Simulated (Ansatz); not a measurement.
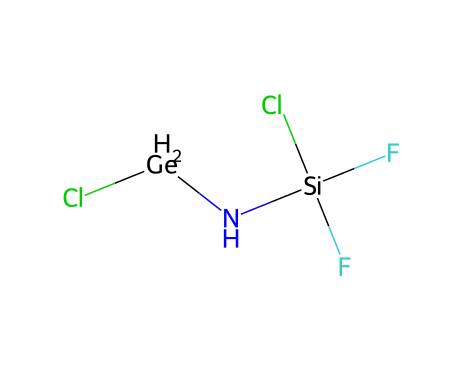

The drawing above gives the connectivity. Computed geometry: PBE0-D4/def2-TZVP optimisation. No frequency run is at hand to confirm it as a minimum.

What does the molecule look like in three dimensions?

The molecule is Cl₂F₂GeH₃NSi. As SMILES it reads `F[Si](F)(Cl)[NH][GeH2][Cl]`. Among its groups: Si–N bond. The point group is C1. Coordination: 1 Si tetrahedral; 1 N trigonal planar; 1 Ge tetrahedral.

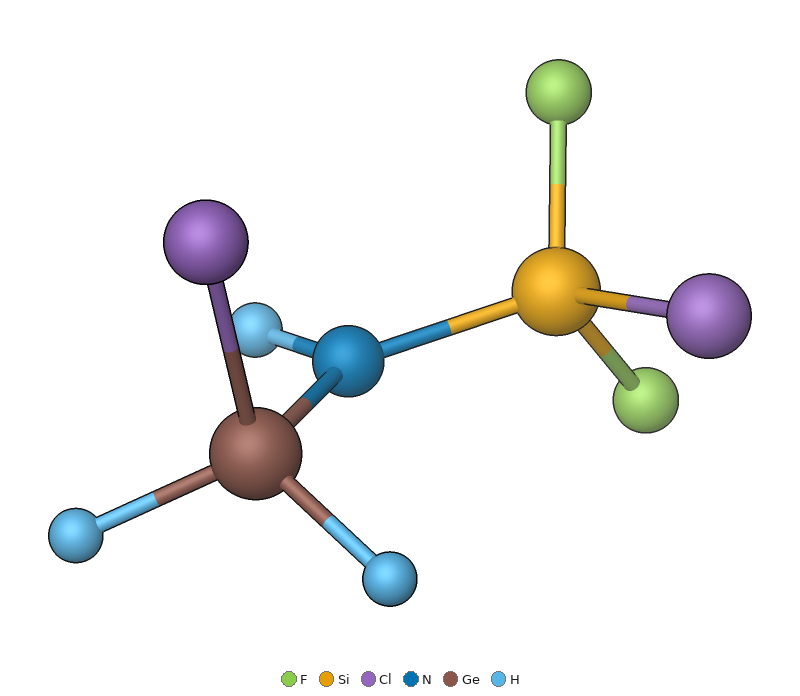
